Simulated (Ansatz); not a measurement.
# AlSiH5O2 (SMILES O[SiH2][O][AlH2]) at wB97M-V/cc-pVDZ

Aim: the energy change on altering one bond length of AlSiH5O2 at wB97M-V/cc-pVDZ, from 2 runs. 

The results are computed with Ansatz 0.2.0.

75 further runs of the same task are left out: 75 set aside as unsound or not needed. Runs told in other sessions of the task aren't counted.

### Step 1. The system as given

The species is AlSiH5O2 (9 atoms), meant as a singlet with charge 0. As SMILES, `O[SiH2][O][AlH2]`. The coordinates come from a PBE0-D4/def2-TZVP relaxation. This is one conformer, not always the lowest.

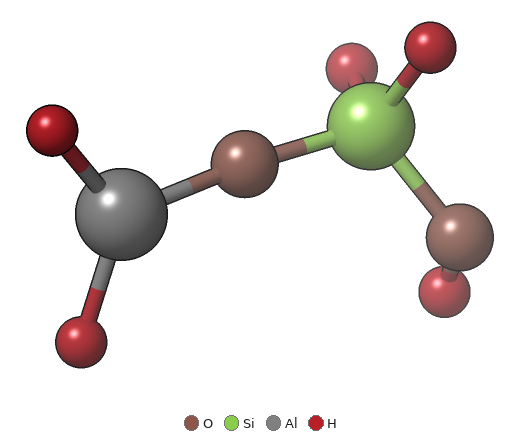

Viewed from a chosen angle; oxygen brown, silicon green, aluminium grey, hydrogen red.

### Step 2. The energy at wB97M-V/cc-pVDZ

Input file input.yaml:

```yaml
crystal:
  periodic: [false, false, false]
  atoms:
    - {symbol: O, position_ang: [-0.795100, 1.829400, -0.898200]}
    - {symbol: Si, position_ang: [0.173000, 1.196700, 0.266900]}
    - {symbol: O, position_ang: [0.250800, -0.418900, 0.197700]}
    - {symbol: Al, position_ang: [0.325700, -2.080500, -0.060600]}
    - {symbol: H, position_ang: [-1.740800, 1.705800, -0.810900]}
    - {symbol: H, position_ang: [1.506100, 1.782800, 0.005000]}
    - {symbol: H, position_ang: [-0.337300, 1.564900, 1.614200]}
    - {symbol: H, position_ang: [-0.959500, -2.795700, -0.636800]}
    - {symbol: H, position_ang: [1.665600, -2.830600, 0.305400]}
basis:
  gaussian: {orbitals: cc-pVDZ}
accuracy: high
hamiltonian: {xc: {name: wB97M-V}}
output: {orbitals: {seedname: orbitals}}
```

Started as:

```bash
$ ansatz run input.yaml --threads 1 --pin off --max-ram 3480MiB --events-out events.jsonl --progress --plain --runs-dir runs
```

Log:

```text
Warning: RAYON_NUM_THREADS=1 ignored (pool sized by the plan → 1); use --threads N
Functional definition: wB97M-V
  name "wB97M-V"
  parameter omega = 0.3/bohr
  parameter cx = 0.15
  parameter cx01 = 1.007
  parameter cx10 = 0.259
  parameter css00 = 0.443
  parameter css04 = -1.437
  parameter css10 = -4.535
  parameter css20 = -3.390
  parameter css43 = 4.278
  parameter cos00 = 1.000
  parameter cos10 = 1.358
  parameter cos20 = 2.924
  parameter cos21 = -8.812
  parameter cos60 = -1.390
  parameter cos61 = 9.142
  parameter b = 6.0
  parameter c = 0.01
  gx(w, u) = 1 - cx + cx01*u + cx10*w
  gss(w, u) = css00 + css04*u^4 + css10*w + css20*w^2 + css43*w^4*u^3
  gos(w, u) = cos00 + cos10*w + (cos20 + cos21*u)*w^2 + (cos60 + cos61*u)*w^6
  exchange = spin_sum(e_x_unif_sr(omega)*gx(b97_w, b97_u_x)) + cx*exact_x_sr(omega) + exact_x_lr(omega)
  correlation = spin_sum(e_c_pw_mod_same_spin*gss(b97_w, b97_u_same))
      + integral(e_c_pw_mod_opposite_spin*gos(b97_w_opposite, b97_u_opposite)) + vv10(b, c)
2017 factors; integrals over basis functions are off by at most 3.9e-9 eV
420 factors; integrals over basis functions are off by at most 2.5e-9 eV
mean field evaluation 1: about -18644.0403 eV, gradient 6.1e1 eV
mean field evaluation 2: about -18641.9001 eV, gradient 7.2e1 eV
mean field evaluation 4: about -18650.4949 eV, gradient 3.1e0 eV
mean field evaluation 8: about -18650.6007 eV, gradient 8.1e-2 eV
mean field evaluation 16: about -18650.6007 eV, gradient 1.5e-5 eV
mean field -18650.60072137 eV, -685.3969346791 hartree, gradient 3.3e-8 eV, S^2 0.000000; 0 other end points of the search recorded, 0 dependent functions left out
reference -18650.60072696 eV, -685.3969348847 hartree; 24, 24 occupied and 65, 65 virtual orbitals, 2017 factors
Total energy: -18650.60072696 eV, -685.3969348847 hartree
```

It took 94 s on 1 thread of Arm Neoverse V2, shared host; peak memory 0.63 GiB.

### Step 3. The distorted shape, same level

Input file run.yaml:

```yaml
crystal:
  periodic: [false, false, false]
  atoms:
    - {symbol: O, position_ang: [-0.718541, 1.774160, -1.100331]}
    - {symbol: Si, position_ang: [0.249559, 1.141460, 0.064769]}
    - {symbol: O, position_ang: [0.327359, -0.474140, -0.004431]}
    - {symbol: Al, position_ang: [0.402259, -2.135740, -0.262731]}
    - {symbol: H, position_ang: [-1.664241, 1.650560, -1.013031]}
    - {symbol: H, position_ang: [1.582659, 1.727560, -0.197131]}
    - {symbol: H, position_ang: [-0.337300, 1.564900, 1.614200]}
    - {symbol: H, position_ang: [-0.882941, -2.850940, -0.838931]}
    - {symbol: H, position_ang: [1.742159, -2.885840, 0.103269]}
basis:
  gaussian:
    orbitals: cc-pVDZ
hamiltonian:
  xc: {name: wB97M-V}
accuracy: high
output: {orbitals: {seedname: orbitals}}
```

Started as:

```bash
$ ansatz run run.yaml --threads 1 --pin off --max-ram 3480MiB --events-out events.jsonl --progress --plain --runs-dir runs
```

Log (excerpt; [...] marks lines left out):

```text
Warning: RAYON_NUM_THREADS=1 ignored (pool sized by the plan → 1); use --threads N
[... 2 set-up lines as earlier in the session ...]
[...]
  gx(w, u) = 1 - cx + cx01*u + cx10*w
  gss(w, u) = css00 + css04*u^4 + css10*w + css20*w^2 + css43*w^4*u^3
  gos(w, u) = cos00 + cos10*w + (cos20 + cos21*u)*w^2 + (cos60 + cos61*u)*w^6
[...]
      + integral(e_c_pw_mod_opposite_spin*gos(b97_w_opposite, b97_u_opposite)) + vv10(b, c)
2011 factors; integrals over basis functions are off by at most 3.5e-9 eV
421 factors; integrals over basis functions are off by at most 2.1e-9 eV
[...]
mean field -18650.29240485 eV, -685.3856042561 hartree, gradient 1.9e-8 eV, S^2 0.000000; 0 other end points of the search recorded, 0 dependent functions left out
reference -18650.29241048 eV, -685.3856044629 hartree; 24, 24 occupied and 65, 65 virtual orbitals, 2011 factors
Total energy: -18650.29241048 eV, -685.3856044629 hartree
```

Wall time 91 s (1 thread of Arm Neoverse V2, shared host); peak memory 0.63 GiB.

### Step 4. Summary of results

Level: wB97M-V/cc-pVDZ.

| quantity | value |
| --- | --- |
| first shape: total energy | -685.39693 Eh |
| first shape: HOMO energy | -10.39 eV |
| first shape: LUMO energy | 0.51 eV |
| first shape: HOMO–LUMO gap | 10.90 eV |
| distorted shape: total energy | -685.38560 Eh |
| distorted shape: HOMO energy | -10.27 eV |
| distorted shape: LUMO energy | 0.46 eV |
| distorted shape: HOMO–LUMO gap | 10.73 eV |
| energy change with the Si2–H7 bond stretched from 1.487 to 1.710 Å | 0.308 eV |

What this shows: With the Si2–H7 bond stretched from 1.487 to 1.710 Å the energy rises by 0.31 eV (29.7 kJ/mol). The first shape isn't relaxed at this level, so the change isn't measured from a minimum.
